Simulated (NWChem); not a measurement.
**C3H6 (cyclopropane): levels of theory compared**

We compute a comparison of 3 runs (PBE0/def2-SVP, PBE0/def2-TZVP, PBE0/def2-SVPD) of C3H6 (cyclopropane). 

The calculation is run with NWChem 7.3.0.

## (1) The structure to begin with

The species is C3H6 (9 atoms), typed as a singlet with charge 0. SMILES: `C1CC1`. The shape is that of a PBE0-D4/def2-TZVP optimisation.

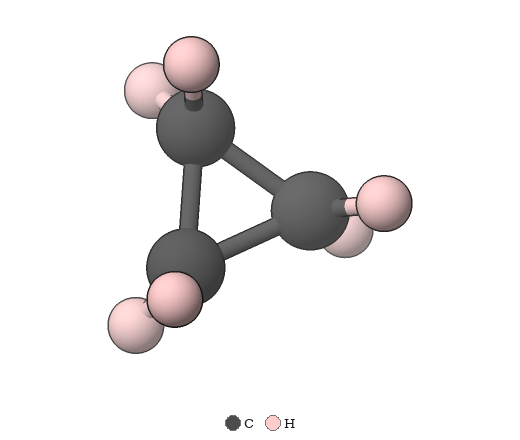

Viewed from a chosen angle; carbon dark grey, hydrogen pink.

## (2) The response to a field at PBE0/def2-SVP (run 1)

c3h6.nw

```
START c3h6
memory total 2200 mb

GEOMETRY units atomic noautosym nocenter noautoz
 C  -0.97868916  0.03647171 -1.29635212
 C   1.38346850  0.88741539  0.00736993
 C  -0.34903242 -0.95298888  1.27821075
 H  -2.51976081  1.37231911 -1.46227008
 H  -0.79330703 -1.23663678 -2.88750152
 H   1.44771918  2.80189692  0.72735559
 H   3.17436194  0.19275206 -0.69749791
 H   0.26456166 -2.89865090  1.43675877
 H  -1.46208110 -0.28988399  2.86199022
END

BASIS spherical bse
 * library def2-SVP
END

DFT
 xc pbe0
 grid fine
 convergence energy 1e-08
 maxiter 100
 mulliken
 print low
END

PROPERTY
 response 1 0
END

TASK dft property
```

Run with:

```console
nwchem c3h6.nw > c3h6.out
```

Log:

```text
Northwest Computational Chemistry Package (NWChem) 7.3.0
             --------------------------------------------------------

           Job information
           ---------------

    nwchem branch   = 7.3.0
    use scalapack   = T
    input           = c3h6.nw
    prefix          = c3h6.
    data base       = ./c3h6.db
    status          = startup
    nproc           =        1

           Memory information
           ------------------

    heap     =     72089596 doubles =      550.0 Mbytes
    stack    =     72089601 doubles =      550.0 Mbytes
    global   =    144179200 doubles =     1100.0 Mbytes (distinct from heap & stack)
    total    =    288358397 doubles =     2200.0 Mbytes
    verify   = yes
    hardfail = no

           Directory information
           ---------------------

  0 permanent = .
  0 scratch   = .

                                NWChem Input Module
                                -------------------

                             Geometry "geometry" -> ""
                             -------------------------

[... 18 lines left out ...]
            Nuclear Dipole moment (a.u.)
[... 99 lines left out ...]
   convergence    iter        energy       DeltaE   RMS-Dens  Diis-err    time
[... 9 lines left out ...]
         Total DFT energy =     -117.664812995759
      One electron energy =     -307.266764518216
           Coulomb energy =      131.892499770719
    Exchange-Corr. energy =      -18.364457295520
 Nuclear repulsion energy =       76.073909047258
[... 42 lines left out ...]
 Using El. Dipole Length Gauge
[... 27 lines left out ...]
       Convergence  1.0D-04
[... 10 lines left out ...]

 Electric Dipole Response Matrix (nonzero elements):

              1        2        3
    1   30.4345   0.7122   0.3889
    2    0.7122  29.8312  -0.5880
    3    0.3889  -0.5880  30.5853

 ------------------------------------------
 average:        30.28367 + I       0.00000

 DFT Linear Response polarizability / au
 Frequency  =       0.0000000 / au
 Wavelength = -999999.0000000 / nm
              X              Y              Z
 -----------------------------------------------
 X      30.4345063      0.7122458      0.3888818
 Y       0.7122460     29.8311697     -0.5879920
 Z       0.3888819     -0.5879920     30.5853381
 -----------------------------------------------
 Eigenvalues =      30.9059452     29.0381389     30.9069299
 Isotropic   =      30.2836714
 Anisotropic =       1.8682988
 -----------------------------------------------

 Magnetic Dipole Response Matrix (nonzero elements):
 Optical rotation tensor Beta

 *** static G'=0. Use GPRIME input with finite omega
 *** or better ORBETA without GPRIME for small or zero freq.

 zero matrix

 ------------------------------------------
 average:         0.00000 + I       0.00000

 Exiting AOResponse driver routine

 Task  times  cpu:       20.5s     wall:       20.5s
 Total times  cpu:       20.5s     wall:       20.5s
```

Run time: 21 s. Hardware: 1 thread of Intel Xeon 6975P-C (Granite Rapids), shared host; peak memory 0.11 GiB.

## (3) The response to a field at PBE0/def2-TZVP (run 2)

job.nw

```
echo
start job
title "C3H6 PBE0"
memory stack 880 mb heap 220 mb global 1100 mb
charge 0
geometry units angstroms noautosym nocenter noautoz
 C       -0.517900       0.019300      -0.686000
 C        0.732100       0.469600       0.003900
 C       -0.184700      -0.504300       0.676400
 H       -1.333400       0.726200      -0.773800
 H       -0.419800      -0.654400      -1.528000
 H        0.766100       1.482700       0.384900
 H        1.679800       0.102000      -0.369100
 H        0.140000      -1.533900       0.760300
 H       -0.773700      -0.153400       1.514500
end
basis spherical bse
 * library def2-TZVP
end
dft
 xc pbe0
 grid fine
 convergence energy 1e-08
 iterations 100
 mulliken
 print low
end
property
 response 1 0
end
task dft property
```

Run with:

```console
nwchem job.nw > job.out
```

Log, cut to the lines that bear on the results:

```text
[...]
         Total DFT energy =     -117.790447351427
      One electron energy =     -307.514450410780
           Coulomb energy =      132.048275866905
    Exchange-Corr. energy =      -18.398187321233
 Nuclear repulsion energy =       76.073914513681
[... 42 lines left out ...]
 Using El. Dipole Length Gauge
[... 27 lines left out ...]
[...]
 Anisotropic =       3.6105344
[...]
```

Wall time 71 s (1 thread of Intel Xeon 6975P-C (Granite Rapids), shared host); peak memory 0.12 GiB.

## (4) The response to a field at PBE0/def2-SVPD (run 3)

m1.xyz

```xyz
9
C3H6 PBE0
C     -0.517900     0.019300    -0.686000
C      0.732100     0.469600     0.003900
C     -0.184700    -0.504300     0.676400
H     -1.333400     0.726200    -0.773800
H     -0.419800    -0.654400    -1.528000
H      0.766100     1.482700     0.384900
H      1.679800     0.102000    -0.369100
H      0.140000    -1.533900     0.760300
H     -0.773700    -0.153400     1.514500
```

m1.nw

```
start m1
title "C3H6 PBE0"
memory stack 880 mb heap 220 mb global 1100 mb

geometry units angstroms noautosym nocenter noautoz
 load format xyz m1.xyz
end

basis spherical bse
 * library def2-SVPD
end

dft
 xc pbe0
 mult 1
 grid fine
 convergence energy 1e-08
 maxiter 100
 mulliken
 noprint "final vectors analysis"
end

property
 response 1 0
end

task dft property
```

Run with:

```console
nwchem m1.nw > m1.out
```

Log:

```text
Northwest Computational Chemistry Package (NWChem) 7.3.0
             --------------------------------------------------------

           Job information
           ---------------

    nwchem branch   = 7.3.0
    use scalapack   = T
    input           = m1.nw
    prefix          = m1.
    data base       = ./m1.db
    status          = startup
    nproc           =        1

           Memory information
           ------------------

    heap     =     28835840 doubles =      220.0 Mbytes
    stack    =    115343357 doubles =      880.0 Mbytes
    global   =    144179200 doubles =     1100.0 Mbytes (distinct from heap & stack)
    total    =    288358397 doubles =     2200.0 Mbytes
    verify   = yes
    hardfail = no

           Directory information
           ---------------------

  0 permanent = .
  0 scratch   = .

                                NWChem Input Module
                                -------------------

                                     C3H6 PBE0
                                     ---------

[... 24 lines left out ...]
            Nuclear Dipole moment (a.u.)
[... 94 lines left out ...]
  convergence criterion.
[... 16 lines left out ...]
          Convergence on density requested:  1.00D-05
[... 21 lines left out ...]
          Spatial weights used:  Erf1
[... 3 lines left out ...]
          Convergence aids based upon iterative change in
[... 81 lines left out ...]
         Total DFT energy =     -117.670873368401
[... 1 line left out ...]
           Coulomb energy =      131.841381124245
[... 1 line left out ...]
 Nuclear repulsion energy =       76.073914513681
[... 92 lines left out ...]
       Convergence  1.0D-04
[... 10 lines left out ...]

 Electric Dipole Response Matrix (nonzero elements):

              1        2        3
    1   35.4794   1.5562   0.8499
    2    1.5562  34.1597  -1.2844
    3    0.8499  -1.2844  35.8082

 ------------------------------------------
 average:        35.14909 + I       0.00000

 DFT Linear Response polarizability / au
 Frequency  =       0.0000000 / au
 Wavelength = -999999.0000000 / nm
              X              Y              Z
 -----------------------------------------------
 X      35.4793805      1.5561858      0.8499194
 Y       1.5561860     34.1596757     -1.2843997
 Z       0.8499195     -1.2843998     35.8082202
 -----------------------------------------------
 Eigenvalues =      36.5094242     32.4275724     36.5102797
 Isotropic   =      35.1490921
 Anisotropic =       4.0822797
 -----------------------------------------------

 Magnetic Dipole Response Matrix (nonzero elements):
 Optical rotation tensor Beta

 *** static G'=0. Use GPRIME input with finite omega
 *** or better ORBETA without GPRIME for small or zero freq.

 zero matrix

 ------------------------------------------
 average:         0.00000 + I       0.00000

 Exiting AOResponse driver routine

 Task  times  cpu:       42.4s     wall:       42.4s
 Total times  cpu:       42.4s     wall:       42.4s
```

It took 43 s on 1 thread of Intel Xeon 6975P-C (Granite Rapids), shared host; peak memory 0.11 GiB.

## (5) All runs side by side

```csv
run,level,energy (Eh),mean polarisability (bohr³),wall time
1,PBE0/def2-SVP,-117.664813,30.3,21 s
2,PBE0/def2-TZVP,-117.790447,34.7,71 s
3,PBE0/def2-SVPD,-117.670873,35.1,43 s
```

## (6) Outcome

| quantity | value |
| --- | --- |
| run 3: total energy | -117.67087 Eh |
| run 3: dipole moment | 0.00 D |
| run 3: mean static polarisability | 35.1 bohr³ |

**Reading.** All runs together took 2.3 min, the longest 71 s.
